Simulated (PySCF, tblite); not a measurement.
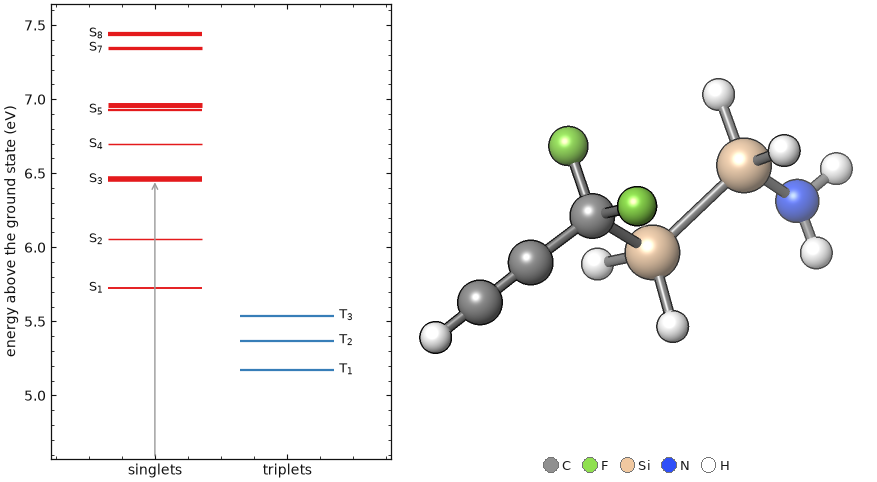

State diagram of C₃H₇F₂NSi₂, SMILES C#CC(F)(F)[SiH2][SiH2]N. Vertical TDDFT excitations, CAM-B3LYP/def2-SVPD in PySCF, at a GFN2-xTB geometry (a minimum by its frequencies), gas phase. Triplets in the Tamm-Dancoff approximation; only the lowest 8 singlets and 3 triplets were computed. Thicker singlet lines are brighter; the arrow marks the brightest. S0, at zero, lies below the range drawn.

> What character does the calculation give T1?

Mixed, the largest part being HOMO−2 → LUMO+1 (34 %).

> How many of the triplet levels drawn lie below S1?

3 of 3 (T1 5.17 eV, T2 5.37 eV, T3 5.54 eV; S1 5.73 eV).

> What are the energy, strength and character of the state that the arrow marks?

S3 at 6.46 eV (192 nm), f = 0.042, mixed, the largest part being HOMO−2 → LUMO+1 (29 %).

Caveats: the tight-binding geometry is rougher than a DFT one and adds to the error; one conformer of a flexible molecule; core orbitals are frozen in the response.
